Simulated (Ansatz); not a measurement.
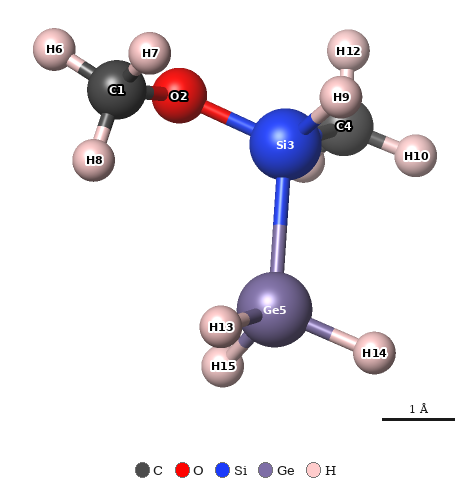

*The structure as given in the input (ball-and-stick view, seen at a tilt; atoms are numbered from 1 in the order of the input). Sticks mark near contacts.*

Bond lengths as drawn: C–H 1.09 to 1.10 Å, C–O 1.41 Å, C–Si 1.86 Å, Ge–H 1.54 Å, Ge–Si 2.39 Å, H–Si 1.50 Å and O–Si 1.65 Å.

## Single-point calculation of C$_{2}$H$_{10}$GeOSi

C$_{2}$H$_{10}$GeOSi, computed with RKS B2PLYP (frozen core)/def2-TZVPP (Ansatz 0.2.0).

The geometry comes from this level: PBE0-D4/def2-TZVP.

The program's output:
```
Functional definition: B2PLYP
  name "B2PLYP"
  cite "Grimme, J. Chem. Phys. 124, 034108 (2006) doi:10.1063/1.2148954"
  cite "Becke, Phys. Rev. A 38, 3098 (1988) doi:10.1103/PhysRevA.38.3098"
  cite "Lee, Yang & Parr, Phys. Rev. B 37, 785 (1988) doi:10.1103/PhysRevB.37.785"
  parameter a = 0.53
  parameter c = 0.27
  exchange = (1 - a)*b88_x + a*exact_x
  correlation = (1 - c)*lyp_c + c*(mp2_os + mp2_ss)
1894 factors; integrals over basis functions are off by at most 1.1e-3 eV
mean field evaluation 1: about -68651.2604 eV, gradient 5.6e1 eV
mean field evaluation 2: about -68651.4096 eV, gradient 5.6e1 eV
mean field evaluation 4: about -68657.4597 eV, gradient 8.7e0 eV
mean field evaluation 8: about -68657.5926 eV, gradient 3.4e-1 eV
mean field evaluation 16: about -68657.5929 eV, gradient 1.2e-4 eV
mean field -68657.59287620 eV, -2523.1200004125 hartree, gradient 7.2e-6 eV, S^2 0.000000; 0 other end points of the search recorded, 0 dependent functions left out
17 core orbitals not correlated: weight in the atoms' cores, before any rotation towards them, 1.000 or more for the frozen orbitals, at most 0.000 for the correlated occupied ones
reference -68657.59309160 eV, -2523.1200083282 hartree; 21, 21 occupied and 285, 285 virtual orbitals, 1894 factors
second order -32.34314343 eV of doubles, -0.00000000 eV of singles
Total energy: -68666.32574033 eV, -2523.4409272498 hartree
```

The run was set up as follows.

Input file:
```yaml
crystal:
  periodic: [false, false, false]
  atoms:
    - {symbol: C, position_ang: [-0.679884, 2.232182, 0.332791]}
    - {symbol: O, position_ang: [-0.947181, 1.017361, -0.324949]}
    - {symbol: Si, position_ang: [0.201875, -0.137241, -0.581411]}
    - {symbol: C, position_ang: [-0.594207, -1.476690, -1.594852]}
    - {symbol: Ge, position_ang: [1.040764, -0.992668, 1.487996]}
    - {symbol: H, position_ang: [-1.581986, 2.845434, 0.300084]}
    - {symbol: H, position_ang: [0.133181, 2.783981, -0.153818]}
    - {symbol: H, position_ang: [-0.408668, 2.071253, 1.382789]}
    - {symbol: H, position_ang: [1.354403, 0.469907, -1.316542]}
    - {symbol: H, position_ang: [0.127844, -2.264571, -1.823525]}
    - {symbol: H, position_ang: [-1.431652, -1.924855, -1.056026]}
    - {symbol: H, position_ang: [-0.968704, -1.068931, -2.536766]}
    - {symbol: H, position_ang: [1.627558, 0.113929, 2.385443]}
    - {symbol: H, position_ang: [2.165754, -2.014522, 1.232583]}
    - {symbol: H, position_ang: [-0.061096, -1.705368, 2.295402]}
basis:
  gaussian: {orbitals: def2-TZVPP}
hamiltonian: {xc: {name: B2PLYP}}
```

Run as:
```bash
ansatz run in.yaml --threads 4 --pin off --events-out ev --progress --plain --max-ram 11315MiB
```

Summary:

| quantity | value |
| --- | --- |
| outcome | converged |
| total energy | −68666.3257 eV |
| mean-field energy | −68657.5931 eV |
| SCF solution under orbital rotations | stable |
| hardware | 4 threads of Arm Neoverse V1, 23 GiB of memory available, shared host |
| wall time | 11 s (CPU time 42 s) |
| peak memory | 1.1 GiB |
